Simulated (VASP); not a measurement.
Shape and ions are relaxed at each volume.

Energy against volume of PbO$_{2}$ (rutile). These are SCAN meta-GGA, VASP's PBE PAW potentials (set 64) (plane waves; VASP 6.6.1) values and carry that method's errors.

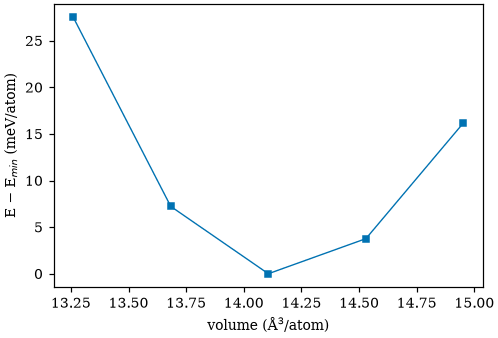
Fig. 1. Energy against volume

**Question.** Estimate the equilibrium volume and the bulk modulus.

**Answer.** The minimum lies near 14.2 Å³/atom, and the curvature gives B0 of about 130 GPa.

The compound is PbO2 in the rutile structure. It was relaxed first.
